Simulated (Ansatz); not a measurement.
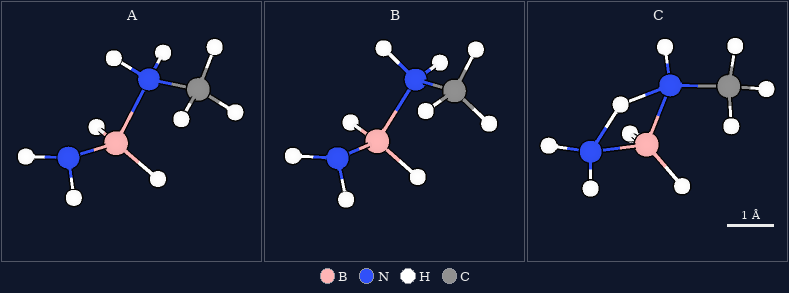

3 geometries from a converged minimum-energy path of CH₉BN₂, shuffled. The picture is a ball-and-stick view, seen from a free direction.

Theory: RKS PBE0/6-31G* in Ansatz. Set-up: 5 movable images; climbing image; force threshold 0.03 eV/Å; iteration limit 60; starting path through a guess of the saddle point.

Q: Which of them lies highest in energy?

A: C. In order along the path, whose images run from 0 to 6: B (image 0, 0.00 eV), A (image 1, +0.04 eV), C (image 3, +0.76 eV). A hydrogen atom shifts from one atom to another. Breaking: H–N (1.02 → 2.69 Å). Forming: H–N (2.66 → 1.02 Å).
